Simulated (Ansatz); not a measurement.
## Electronic structure of C₂H₇GeIn in real space

The calculation's input:

```
crystal:
  periodic: [false, false, false]
  atoms:
    - {symbol: C, position_ang: [-1.587009, -0.070398, -1.129861]}
    - {symbol: C, position_ang: [-0.880363, -2.878010, 0.180982]}
    - {symbol: Ge, position_ang: [-0.075784, -1.347072, -0.826343]}
    - {symbol: In, position_ang: [1.390862, -2.053070, -3.129095]}
    - {symbol: H, position_ang: [-2.089398, 0.158040, -0.167947]}
    - {symbol: H, position_ang: [-1.226056, 0.880224, -1.569951]}
    - {symbol: H, position_ang: [-2.335812, -0.510658, -1.818424]}
    - {symbol: H, position_ang: [0.841755, -0.621022, 0.234109]}
    - {symbol: H, position_ang: [-1.601805, -3.427029, -0.456790]}
    - {symbol: H, position_ang: [-1.419749, -2.502505, 1.074242]}
    - {symbol: H, position_ang: [-0.100926, -3.590120, 0.517176]}
basis:
  gaussian:
    orbitals: def2-TZVPD
output:
  forces: true
  orbitals: {seedname: orbitals}
hamiltonian:
  xc: pbe0
```

Run with:

```sh
ansatz run input.yaml --threads 2 --pin off --max-ram 4350MiB --events-out events.jsonl --progress --plain --runs-dir runs
```

Geometry: PBE-D3(BJ)/def2-SVP; core potentials replace the inner electrons of In.

Method: Ansatz, isolated molecule in a Gaussian basis; Kohn-Sham density functional theory, functional PBE0.

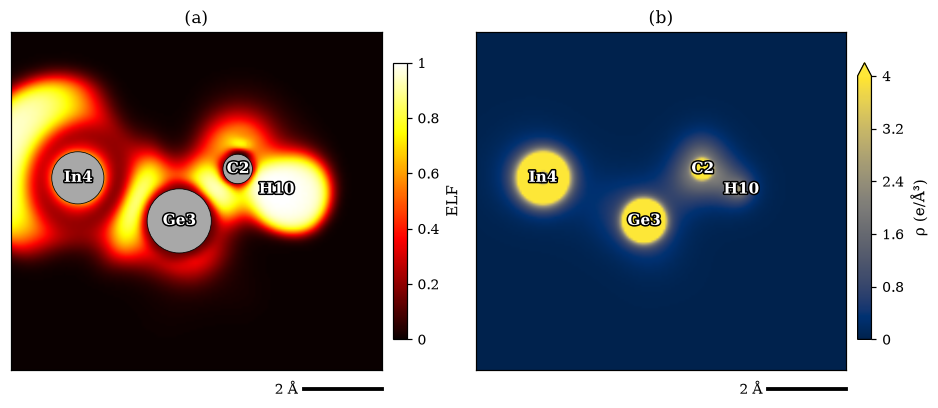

Figure 1. (a) ELF; (b) electron density on the plane of atoms C2, Ge3 and In4. Grey discs cover the atomic cores in the ELF map.

> Interpret the plot.

- The section cuts through C, Ge, In and H sites.
- C–Ge (2.00 Å): the density is about 0.8 e/Å³ at the midpoint; the ELF peaks at about 0.90 in the valence shell of C, 0.8 Å from its nucleus, and is about 0.70 at the midpoint.
- In–Ge (2.82 Å): the density is about 0.35 e/Å³ at the midpoint; the ELF peaks at about 0.85 between the atoms, as expected for localised, covalent bonding.
- C–H (1.11 Å): ρ at the midpoint is about 1.9 e/Å³; the ELF climbs to about 1 towards the hydrogen, as it does in any bond to H (a covalent bond by its length).

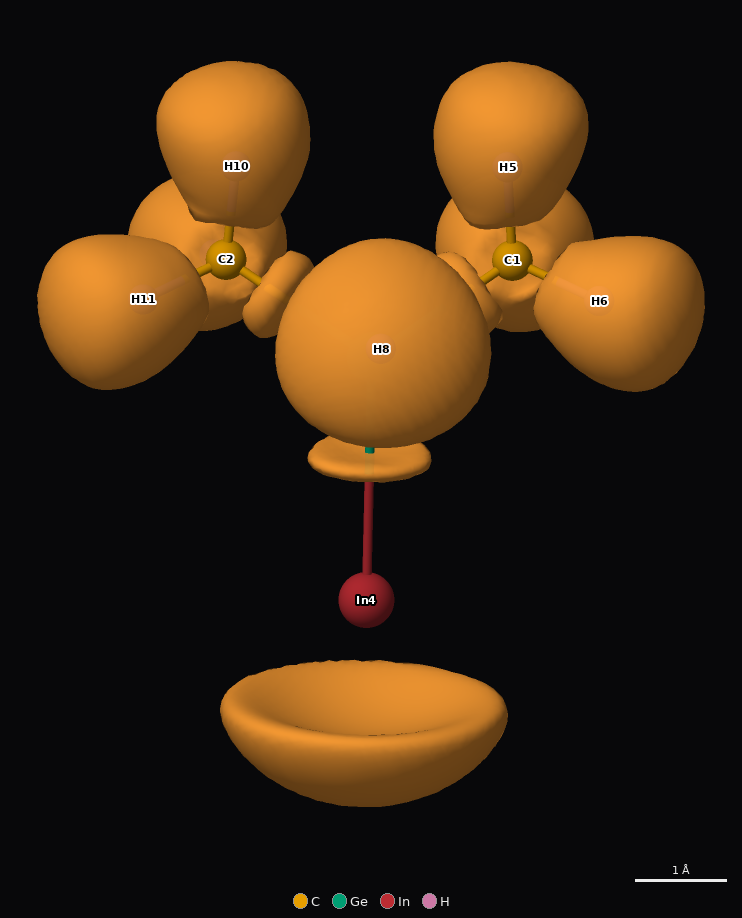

Figure 2. Isosurface of the electron localisation function at 0.8 (orange), seen across its widest extent. Only the valence region is drawn (cores and ρ < 0.01 e/Å³ removed).

> Where are the electrons localised?

The ELF exceeds this value in one region between bonded Ge–In atoms (shared pairs), seven regions around hydrogen nuclei, two lobes of the valence shell of C pointing towards Ge (polar bonds) and one lobe on In, pointing away from the bonds (lone pairs).

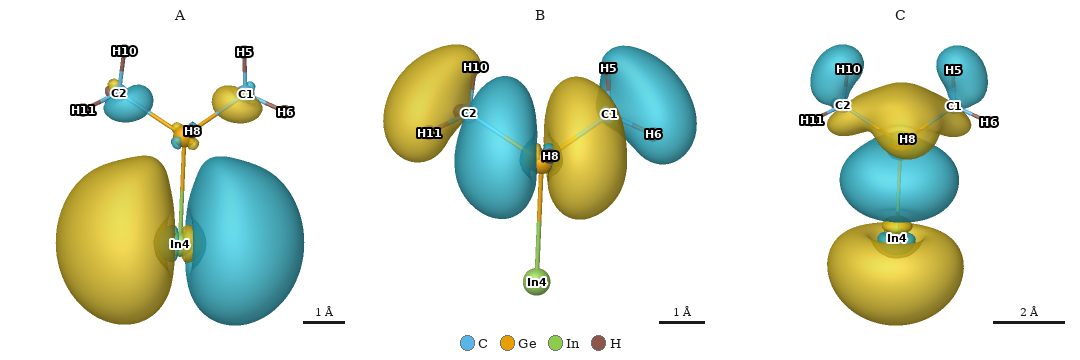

Figure 3. Three frontier orbitals at ±0.06 Å⁻³ᐟ² (yellow and cyan are the two phases), in no order.

> Order the three orbitals by energy and name them.

B is the HOMO−1 (−7.85 eV). Its weight (Hirshfeld) is mainly on Ge3 (about 25 %), C1 (about 25 %) and C2 (about 25 %). C is the HOMO (−5.18 eV). Its weight (Hirshfeld) is mainly on In4 (about 50 %) and Ge3 (about 35 %). A is the LUMO (−2.03 eV). By Hirshfeld shares it lies mainly on In4 (about 85 %) and Ge3 (about 10 %).

> What is the HOMO–LUMO gap?

3.15 eV between the orbital energies.
